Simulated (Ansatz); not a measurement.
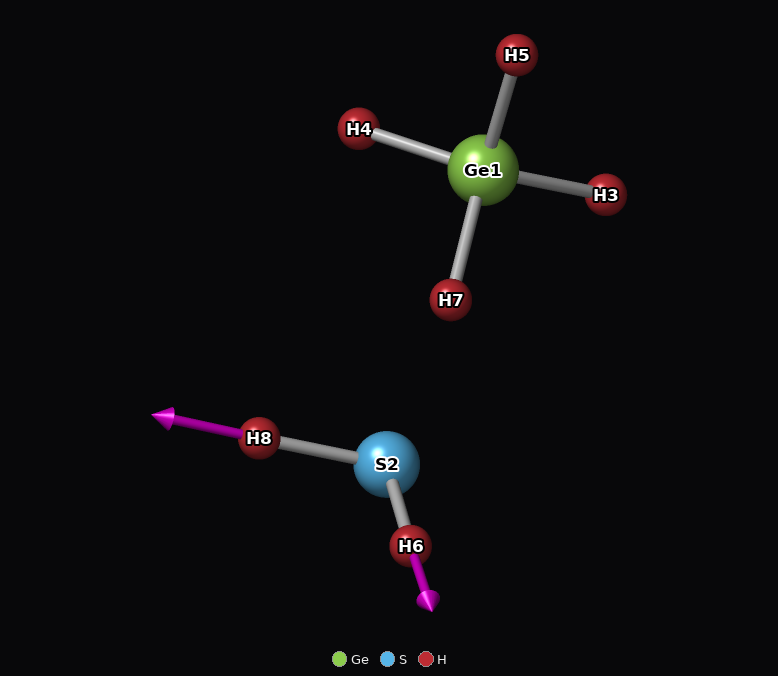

The arrows show one normal mode. Harmonic vibrations computed with RKS PBE0-D4/def2-TZVP (Ansatz 0.2.0) at a stationary point of the same level.

What kind of motion is it?

Answer. Mostly in-phase stretching of 2 S–H bonds.

At what wavenumber does it lie?

Answer. 2724 cm⁻¹; it is mode 17 of 18 counted from the lowest.
